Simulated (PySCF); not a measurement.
**C3H5ClO2Si: geometry, spin-spin couplings**

Wanted: the spin-spin couplings of C3H5ClO2Si (`ClC1=CO[SiH2]OC1`), by calculation.

The runs use PySCF 2.14.0, with density-fitted response routines of our own; the level of theory stands in each step. All values are computed, except where a source is named. Atoms count from 0, in the outputs and in this text.

## (1) Starting geometry

12 atoms, charge 0, multiplicity 1; geometry from: GFN2-xTB. The atoms were then displaced at random by about 0.01 Å, so the start is not that level's minimum.

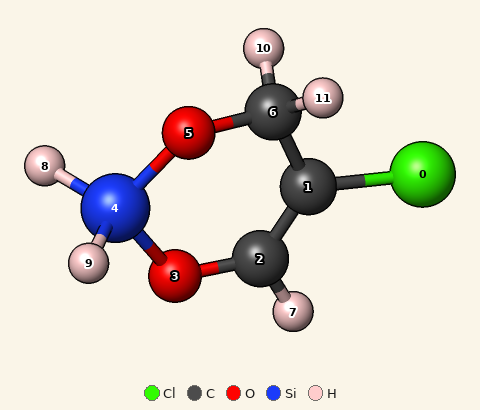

As it starts; chlorine green, carbon dark grey, oxygen red, silicon blue, hydrogen pink, atoms numbered; sticks join atoms by distance.

## (2) Relaxing the molecule at PBE0-D3(BJ)/def2-SVP

What the job is given:

```
{"job": {"xc": "PBE0", "basis": "def2-SVP", "d3": "d3bj", "grid": 1, "shake": 0.01, "kind": "geom"}, "charge": 0, "multiplicity": 1}
Cl     2.757910     0.974970    -0.485990
C      1.176390     0.310960    -0.192730
C      1.056840    -0.963360     0.151260
O     -0.056470    -1.586070     0.391370
Si    -1.525570    -0.779080     0.363780
O     -1.175580     0.804900     0.152390
C      0.048620     1.268650    -0.365530
H      1.957510    -1.594800     0.273310
H     -2.265460    -1.318020    -0.732600
H     -2.110190    -0.851050     1.708340
H     -0.100870     1.490800    -1.426210
H      0.276550     2.213810     0.153590
```

On the command line:

```
$ OMP_NUM_THREADS=1 python probes_run.py task.json out
```

One launch serves the whole session: the jobs run in the order shown.

Log:

```text
step   0  E = -1016.50331024  max force = 0.049991
step   1  E = -1016.50952450  max force = 0.015802
step   2  E = -1016.51006306  max force = 0.004494
step   3  E = -1016.51013123  max force = 0.001926
step   4  E = -1016.51015838  max force = 0.001744
step   5  E = -1016.51017646  max force = 0.000684
step   6  E = -1016.51021807  max force = 0.001022
step   7  E = -1016.51029348  max force = 0.002186
step   8  E = -1016.51040883  max force = 0.003079
step   9  E = -1016.51047064  max force = 0.002659
step  10  E = -1016.51056823  max force = 0.000998
step  11  E = -1016.51058386  max force = 0.000654
step  12  E = -1016.51058676  max force = 0.000216
optimisation converged
```

It took 93 s on 1 thread of Arm Neoverse V1, shared host; peak memory 0.53 GiB.

The steps of the relaxation:

| step | energy from step 0 (eV) | largest force component (eV/Å) |
| --- | --- | --- |
| 0 | 0.0000 | 2.5706 |
| 1 | -0.1691 | 0.8126 |
| 2 | -0.1838 | 0.2311 |
| 3 | -0.1856 | 0.0990 |
| 4 | -0.1863 | 0.0897 |
| 5 | -0.1868 | 0.0352 |
| 6 | -0.1880 | 0.0526 |
| 7 | -0.1900 | 0.1124 |
| 8 | -0.1932 | 0.1583 |
| 9 | -0.1948 | 0.1367 |
| 10 | -0.1975 | 0.0513 |
| 11 | -0.1979 | 0.0336 |
| 12 | -0.1980 | 0.0111 |

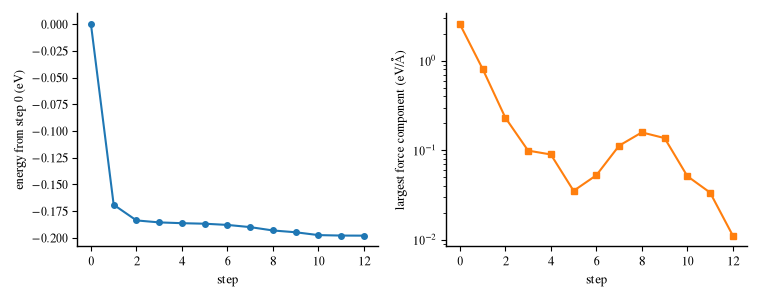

Energy and largest force along the relaxation.

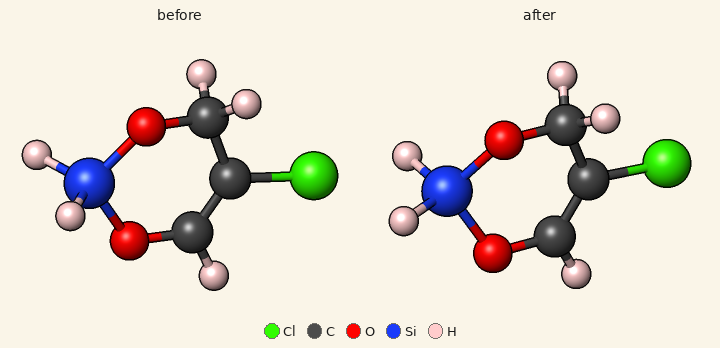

The geometry before (left) and after (right).

Distances of close pairs at the start and the end, largest changes first:

| bond | before (Å) | after (Å) | change (Å) |
| --- | --- | --- | --- |
| Si4–H8 | 1.428 | 1.488 | +0.060 |
| C2–O3 | 1.298 | 1.354 | +0.056 |
| Si4–O5 | 1.636 | 1.656 | +0.021 |
| C1–C2 | 1.325 | 1.343 | +0.018 |
| C1–C6 | 1.490 | 1.505 | +0.015 |
| C2–H7 | 1.107 | 1.093 | -0.013 |
| C6–H10 | 1.094 | 1.107 | +0.013 |
| Si4–H9 | 1.468 | 1.479 | +0.011 |

The end geometry stands in the next job.

| at the end point | value |
| --- | --- |
| point group (found at 0.08 Å tolerance) | C1 |
| rotational constants (GHz, main isotopes) | 4.396, 1.171, 0.953 |
| dipole moment (D) | 0.91 |

## (3) J couplings: B3LYP/6-31G*

What the job is given:

```
{"job": {"kind": "j", "xc": "B3LYP", "basis": "6-31G*"}, "charge": 0, "multiplicity": 1}
Cl     2.649035     0.896567    -0.704855
C      1.184589     0.174936    -0.123990
C      1.175859    -1.117735     0.240126
O      0.084252    -1.784260     0.685202
Si    -1.421680    -1.074220     0.417338
O     -1.139627     0.556598     0.487010
C      0.022343     1.128985    -0.063723
H      2.084244    -1.724660     0.193282
H     -1.903235    -1.499465    -0.925288
H     -2.341214    -1.464766     1.507439
H     -0.179026     1.522869    -1.078621
H      0.308089     1.994784     0.558571
```

With the program's defaults for keys left out, this is: B3LYP/6-31G* indirect spin-spin coupling, non-relativistic, gas phase.

Log:

```text
coarse grid: 11784 points
cycle   1  E = -1017.4193658730  dE =  1.140e+00  |g| = 8.883e-01  |ddm| = 3.532e+00
cycle   2  E = -1017.1061780635  dE =  3.132e-01  |g| = 1.544e+00  |ddm| = 2.006e+00
cycle   3  E = -1017.5602219716  dE = -4.540e-01  |g| = 1.612e-01  |ddm| = 1.464e+00
cycle   4  E = -1017.5648833633  dE = -4.661e-03  |g| = 9.716e-02  |ddm| = 2.613e-01
cycle   5  E = -1017.5671330251  dE = -2.250e-03  |g| = 2.047e-02  |ddm| = 1.021e-01
cycle   6  E = -1017.5672335525  dE = -1.005e-04  |g| = 4.831e-03  |ddm| = 2.725e-02
cycle   7  E = -1017.5672378202  dE = -4.268e-06  |g| = 1.956e-03  |ddm| = 5.492e-03
final grid: 106576 points
cycle   8  E = -1017.4906437939  dE = -1.009e-05  |g| = 5.236e-03  |ddm| = 1.764e-02
cycle   9  E = -1017.4906361542  dE =  7.640e-06  |g| = 7.818e-03  |ddm| = 1.284e-02
cycle  10  E = -1017.4906503223  dE = -1.417e-05  |g| = 9.225e-04  |ddm| = 7.916e-03
cycle  11  E = -1017.4906505236  dE = -2.014e-07  |g| = 2.440e-04  |ddm| = 1.151e-03
cycle  12  E = -1017.4906505365  dE = -1.289e-08  |g| = 9.276e-05  |ddm| = 2.963e-04
cycle  13  E = -1017.4906505382  dE = -1.663e-09  |g| = 2.568e-05  |ddm| = 9.479e-05
cycle  14  E = -1017.4906505383  dE = -1.346e-10  |g| = 7.447e-06  |ddm| = 3.235e-05
converged SCF energy = -1017.4906505383

Indirect spin-spin couplings (Hz)
  i      j    bonds     total        FC       PSO       DSO        SD
  1 C    2 C    1    111.232   118.743    -7.847     0.337         -
  1 C    3 O    2      1.467    -0.225     1.703    -0.011         -
  1 C    4 Si   3     -8.298    -8.349     0.060    -0.026     0.017
  1 C    5 O    2      0.695     0.402     0.333    -0.039         -
  1 C    6 C    1     66.332    67.053    -1.064     0.343         -
  1 C    7 H    2      0.369     1.547    -1.041    -0.137         -
  1 C    8 H    4      0.249     0.252     0.027    -0.029         -
  1 C    9 H    4     -0.736    -0.480     0.090    -0.346         -
  1 C   10 H    2     -7.558    -7.656    -0.110     0.207         -
  1 C   11 H    2     -8.880    -9.009    -0.082     0.211         -
  2 C    3 O    1     10.507     8.147     2.532    -0.172         -
  2 C    4 Si   2      1.802     1.719     0.032     0.012     0.039
  2 C    5 O    3     -0.427    -0.463     0.046    -0.009         -
  2 C    6 C    2      0.312     0.499    -0.209     0.022         -
  2 C    7 H    1    195.938   194.970    -0.266     1.233         -
  2 C    8 H    3     -0.403    -0.276     0.017    -0.144         -
  2 C    9 H    3      2.326     2.682     0.114    -0.470         -
  2 C   10 H    3      6.813     6.905     0.165    -0.257         -
  2 C   11 H    3      6.697     6.777     0.182    -0.261         -
  3 O    4 Si   1    -18.241   -14.023    -4.898     0.071     0.610
  3 O    6 C    3      0.086     0.084     0.002     0.001         -
  3 O    7 H    2    -15.814   -15.761    -0.122     0.069         -
  3 O    8 H    2     -7.006    -7.258     0.158     0.094         -
  3 O    9 H    2    -11.645   -11.843     0.104     0.094         -
  3 O   10 H    4     -1.099    -1.182    -0.077     0.160         -
  3 O   11 H    4     -1.113    -1.208    -0.058     0.153         -
  4 Si   5 O    1    -17.674   -11.992    -6.071     0.071     0.319
  4 Si   6 C    2      1.901     1.728     0.118     0.020     0.035
  4 Si   7 H    3     -5.931    -6.040    -0.189     0.360    -0.063
  4 Si   8 H    1   -221.920  -222.062     1.098    -0.432    -0.523
  4 Si   9 H    1   -243.049  -243.178     1.115    -0.413    -0.573
  4 Si  10 H    3     -0.260    -0.448     0.024     0.157     0.007
  4 Si  11 H    3     -5.703    -5.772    -0.192     0.332    -0.072
  5 O    6 C    1     10.178    11.417    -1.069    -0.170         -
  5 O    8 H    2     -5.751    -6.073     0.183     0.138         -
  5 O    9 H    2    -14.092   -14.288     0.089     0.106         -
  5 O   10 H    2     -4.414    -3.855    -0.570     0.010         -
  5 O   11 H    2    -10.009    -9.396    -0.596    -0.017         -
  6 C    7 H    3      3.888     4.103     0.186    -0.401         -
  6 C    8 H    3     -0.278    -0.193     0.041    -0.126         -
  6 C    9 H    3      3.067     3.368     0.169    -0.470         -
  6 C   10 H    1    165.614   164.501    -0.067     1.180         -
  6 C   11 H    1    168.929   167.860    -0.105     1.174         -
  7 H    8 H    4     -0.514     0.021     0.589    -1.123         -
  7 H    9 H    4     -0.330     0.514     0.791    -1.635         -
  7 H   10 H    4     -2.998    -2.349     0.944    -1.592         -
  7 H   11 H    4     -3.419    -2.783     0.922    -1.558         -
  8 H    9 H    2     33.989    35.838     0.086    -1.934         -
  8 H   10 H    4     -0.240    -0.294    -0.156     0.210         -
  8 H   11 H    4     -1.310    -0.513     0.865    -1.662         -
  9 H   10 H    4     -1.351    -0.322     0.721    -1.750         -
  9 H   11 H    4     -0.846    -0.150     0.620    -1.316         -
 10 H   11 H    2    -18.093   -17.717     0.932    -1.308         -
```

Run time: 13 s. Hardware: 1 thread of Arm Neoverse V1, shared host; peak memory 0.73 GiB.

The basis is not made for couplings: without tight functions at the nuclei these values are rough.

Couplings of 1 Hz or more over one to four bonds, nine at most for each number, with means over like pairs (isotopes 13C, 1H, 17O, 29Si):

| pair | bonds | J (Hz) | Fermi contact (Hz) | dihedral (°) |
| --- | --- | --- | --- | --- |
| Si4–H8 | 1 | -232.5 | -232.6 | – |
| C2–H7 | 1 | 195.9 | 195.0 | – |
| C6–H10 | 1 | 167.3 | 166.2 | – |
| C1–C2 | 1 | 111.2 | 118.7 | – |
| C1–C6 | 1 | 66.3 | 67.1 | – |
| O3–Si4 | 1 | -18.2 | -14.0 | – |
| Si4–O5 | 1 | -17.7 | -12.0 | – |
| C2–O3 | 1 | 10.5 | 8.1 | – |
| O5–C6 | 1 | 10.2 | 11.4 | – |
| H8–H9 | 2 | 34.0 | 35.8 | – |
| H10–H11 | 2 | -18.1 | -17.7 | – |
| O3–H7 | 2 | -15.8 | -15.8 | – |
| O5–H8 | 2 | -9.9 | -10.2 | – |
| O3–H8 | 2 | -9.3 | -9.6 | – |
| C1–H10 | 2 | -8.2 | -8.3 | – |
| O5–H10 | 2 | -7.2 | -6.6 | – |
| Si4–C6 | 2 | 1.9 | 1.7 | – |
| C2–Si4 | 2 | 1.8 | 1.7 | – |
| C1–Si4 | 3 | -8.3 | -8.3 | – |
| C2–H10 | 3 | 6.8 | 6.8 | -121 |
| Si4–H7 | 3 | -5.9 | -6.0 | -164 |
| C6–H7 | 3 | 3.9 | 4.1 | -178 |
| Si4–H10 | 3 | -3.0 | -3.1 | – |
| C6–H8 | 3 | 1.4 | 1.6 | – |
| H7–H10 | 4 | -3.2 | -2.6 | – |
| H8–H11 | 4 | -1.3 | -0.4 | – |
| O3–H10 | 4 | -1.1 | -1.2 | – |

Means hide unlike values in this fixed geometry: O5–H8 from -14.1 to -5.8 Hz; O5–H10 from -10.0 to -4.4 Hz; Si4–H10 from -5.7 to -0.3 Hz. They hold only if the pairs exchange fast.

The spin-dipole term was solved for some atoms only; pairs without it lack that part.

The response was solved for the nuclei of C, H, Si alone, so couplings that need other nuclei can be missing.

Quadrupole couplings from the field gradients of the same density:

| atom | isotope | eQq/h (MHz) | η |
| --- | --- | --- | --- |
| Cl0 | 35Cl | -69.6 | 0.01 |
| O5 | 17O | -9.461 | 0.47 |
| O3 | 17O | -8.741 | 0.33 |

## (4) Summary of results

| quantity | value |
| --- | --- |
| point group | C1 |
| rotational constants (main isotopes) | 4.40, 1.17, 0.95 GHz |
| largest coupling of the table (B3LYP/6-31G*) | 1J(Si,H) Si4–H8, -232.5 Hz (mean over like pairs) |

The start of the PBE0/def2-SVP relaxation was shaken at random by about 0.01 Å, so part of the energy gained, and of the first lengths quoted, undoes that. Over 12 steps the energy fell by 0.198 eV; of the close pairs, Si4–H8 changed most, 1.428 to 1.488 Å. In the run at B3LYP/6-31G*, the largest coupling of the table is Si4–H8 (mean over like pairs), -232.5 Hz, of which the Fermi-contact term gives -232.6 Hz. Couplings across rotatable bonds belong to this one conformer; where others are populated, the observed values are averages. Couplings from bases without tight functions are rough.
